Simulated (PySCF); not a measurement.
# NMR shielding calculation, with input and output: C$_{9}$H$_{14}$Si

C$_{9}$H$_{14}$Si, computed with GIAO PBE0/pcSseg-1 NMR shielding, non-relativistic, gas phase (PySCF 2.14.0).

The geometry comes from this level: GFN2-xTB. It belongs to a series of runs on one base structure; here: H on C replaced by propynyl. Figures and captions count atoms from 1; the log counts them from 0 in places.

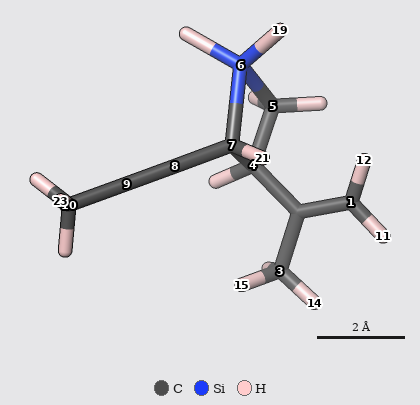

**Figure 1.** The input geometry (stick view, seen at a tilt; atoms are numbered from 1 in the order of the input).

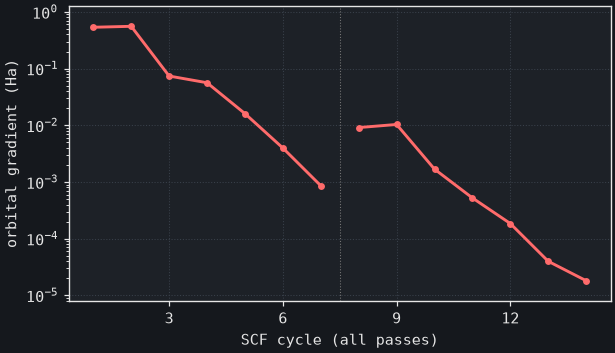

**Figure 2.** Convergence of the self-consistent field: orbital gradient against the SCF cycle. The dotted line marks the change from a coarse to the final integration grid. The first 7 cycles use a coarse grid, the final grid takes over at cycle 8, and the field converges after 14 cycles in all.

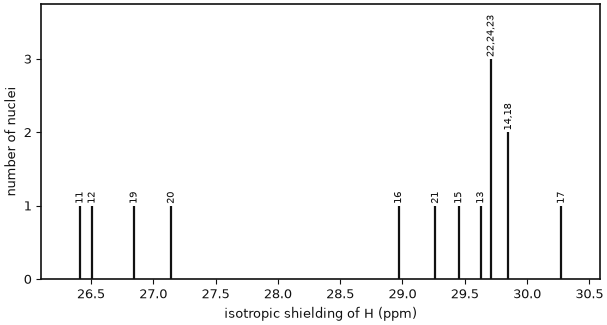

**Figure 3.** Isotropic shieldings of the hydrogen nuclei in this fixed geometry, labelled by atom number; shielding grows to the right, so chemical shift grows to the left. The least shielded is H11 (26.4 ppm), the most shielded H17 (30.3 ppm).

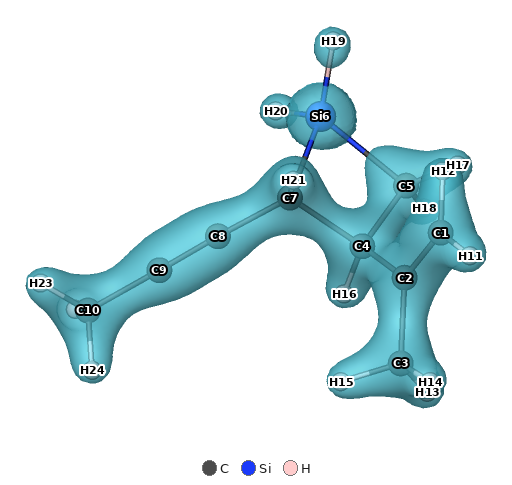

**Figure 4.** Isosurface of the total electron density at 1 e/Å³ (cyan), seen at a tilt. At this value the surface falls into four separate pieces. It is pinched off along the C–Si (1.91 Å) contacts. On the grid the lowest density along these lines, outside the cores, is 2.7 e/Å³ (C–C, 1.20 Å), 0.75 e/Å³ (C–Si, 1.91 Å), 1.9 e/Å³ (C–H, 1.08 Å) and 2.3 e/Å³ (C–C, 1.33 Å).

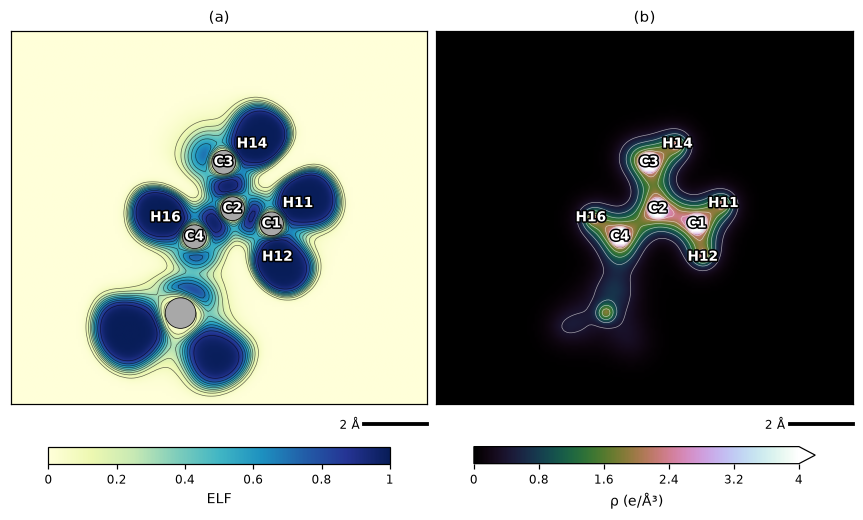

**Figure 5.** (a) electron localisation function; (b) total electron density on the plane of atoms C2, C3 and H14. Grey discs, where drawn, cover atomic cores. The plane passes through C and H nuclei. C–C (1.33 Å): ρ at the midpoint is about 2.3 e/Å³; the ELF peaks at about 0.90 between the atoms; a multiple bond by its length, whose ELF region spreads away from the axis.

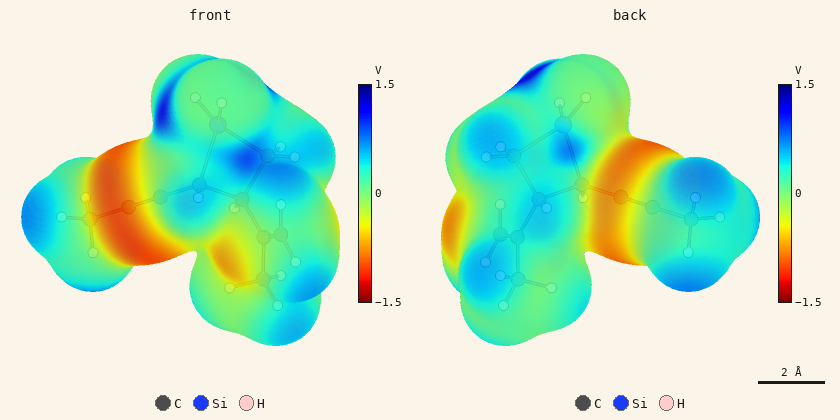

**Figure 6.** The electrostatic potential painted on the density surface at 0.002 e/bohr³, seen at a tilt and from behind; red is negative and blue positive. A positive charge is drawn to the negative regions and a negative charge to the positive ones. Its dipole moment is 0.59 D.

The input that produced these results follows, with the program's output.

### Input file
```
{"job": {"kind": "nmr", "xc": "PBE0", "basis": "pcSseg-1"}, "charge": 0, "multiplicity": 1}
C     -2.820125     0.153451    -0.084976
C     -1.692374     0.158841    -0.780734
C     -1.513216     1.013138    -1.998902
C     -0.492848    -0.644751    -0.372554
C     -0.757731    -2.125163    -0.003713
Si     0.210163    -1.961188     1.631493
C      0.140547    -0.153255     0.969499
C      1.368251     0.572684     0.804465
C      2.406736     1.143771     0.614243
C      3.657421     1.846010     0.408060
H     -3.667930     0.751209    -0.374553
H     -2.947193    -0.444768     0.802148
H     -1.301394     0.390831    -2.868680
H     -2.402295     1.605671    -2.200656
H     -0.665488     1.683652    -1.856045
H      0.263065    -0.589849    -1.159064
H     -1.819582    -2.332194     0.110137
H     -0.375103    -2.819531    -0.748964
H     -0.520806    -2.218295     2.872570
H      1.541126    -2.563975     1.655580
H     -0.568789     0.468549     1.522082
H      4.456250     1.135405     0.192560
H      3.921323     2.410276     1.302861
H      3.568259     2.539242    -0.429301
```

The first line tells a small driver script what to run in PySCF; the rest is the geometry in Å.

Launch command:
```bash
OMP_NUM_THREADS=1 python <driver script> task.json out
```

### The program's output
```
coarse grid: 20080 points
cycle   1  E = -640.0203416449  dE =  1.253e+00  |g| = 5.354e-01  |ddm| = 4.820e+00
cycle   2  E = -640.0139486895  dE =  6.393e-03  |g| = 5.565e-01  |ddm| = 1.462e+00
cycle   3  E = -640.0992099072  dE = -8.526e-02  |g| = 7.386e-02  |ddm| = 8.029e-01
cycle   4  E = -640.0998596489  dE = -6.497e-04  |g| = 5.624e-02  |ddm| = 1.244e-01
cycle   5  E = -640.1005990627  dE = -7.394e-04  |g| = 1.606e-02  |ddm| = 5.644e-02
cycle   6  E = -640.1006585272  dE = -5.946e-05  |g| = 3.971e-03  |ddm| = 1.658e-02
cycle   7  E = -640.1006621934  dE = -3.666e-06  |g| = 8.589e-04  |ddm| = 4.590e-03
final grid: 188008 points
cycle   8  E = -640.1638994140  dE = -5.845e-05  |g| = 9.108e-03  |ddm| = 6.177e-02
cycle   9  E = -640.1638929766  dE =  6.437e-06  |g| = 1.033e-02  |ddm| = 2.151e-02
cycle  10  E = -640.1639209848  dE = -2.801e-05  |g| = 1.683e-03  |ddm| = 1.270e-02
cycle  11  E = -640.1639216461  dE = -6.613e-07  |g| = 5.225e-04  |ddm| = 1.966e-03
cycle  12  E = -640.1639217052  dE = -5.911e-08  |g| = 1.847e-04  |ddm| = 5.608e-04
cycle  13  E = -640.1639217131  dE = -7.936e-09  |g| = 3.983e-05  |ddm| = 1.943e-04
cycle  14  E = -640.1639217134  dE = -3.020e-10  |g| = 1.812e-05  |ddm| = 4.986e-05
converged SCF energy = -640.1639217134

GIAO shielding tensors (ppm)
atom      isotropic    diamagn.    paramagn.     s11        s22        s33       span
  0 C       72.538     254.216    -181.678    -34.724     94.608    157.729    192.453
  1 C       16.677     261.675    -244.998   -111.117      5.479    155.668    266.784
  2 C      157.214     246.644     -89.430    135.179    150.990    185.474     50.295
  3 C      136.434     250.374    -113.940    126.843    130.004    152.454     25.611
  4 C      170.244     253.713     -83.469    146.700    161.692    202.341     55.641
  5 Si     386.795     881.929    -495.134    334.778    403.633    421.975     87.197
  6 C      156.770     257.677    -100.907    135.044    148.458    186.807     51.763
  7 C       98.105     257.549    -159.444      1.476     12.018    280.822    279.346
  8 C      101.358     270.024    -168.666     27.739     34.681    241.652    213.913
  9 C      181.565     253.655     -72.090    174.208    174.781    195.708     21.500
 10 H       26.412      30.987      -4.575     24.192     25.137     29.906      5.715
 11 H       26.509      34.278      -7.769     23.148     25.027     31.352      8.204
 12 H       29.627      29.588       0.039     26.067     28.152     34.662      8.596
 13 H       29.838      29.719       0.118     25.663     28.286     35.563      9.900
 14 H       29.451      31.509      -2.058     25.134     29.560     33.658      8.524
 15 H       28.968      36.448      -7.480     27.160     27.961     31.784      4.624
 16 H       30.275      33.211      -2.936     26.854     29.157     34.813      7.959
 17 H       29.863      31.572      -1.709     26.109     27.104     36.377     10.268
 18 H       26.846      30.200      -3.354     23.877     24.629     32.031      8.153
 19 H       27.144      30.252      -3.108     24.426     25.708     31.298      6.872
 20 H       29.264      34.289      -5.025     25.572     30.553     31.668      6.096
 21 H       29.695      28.875       0.820     24.359     28.248     36.480     12.121
 22 H       29.726      27.057       2.669     24.498     27.828     36.850     12.352
 23 H       29.710      30.653      -0.943     24.287     28.390     36.453     12.166
```

### Results in brief

```tsv
quantity	value
outcome	converged
total energy	−640.163922 hartree
HOMO	−6.47 eV
LUMO	−0.07 eV
dipole moment	0.59 D
isotropic shielding, C	16.7 to 181.6 ppm
isotropic shielding, Si	386.8 ppm
isotropic shielding, H	26.4 to 30.3 ppm
hardware	1 CPU thread, shared host
wall time	3.7 min
peak memory	1.2 GiB
```
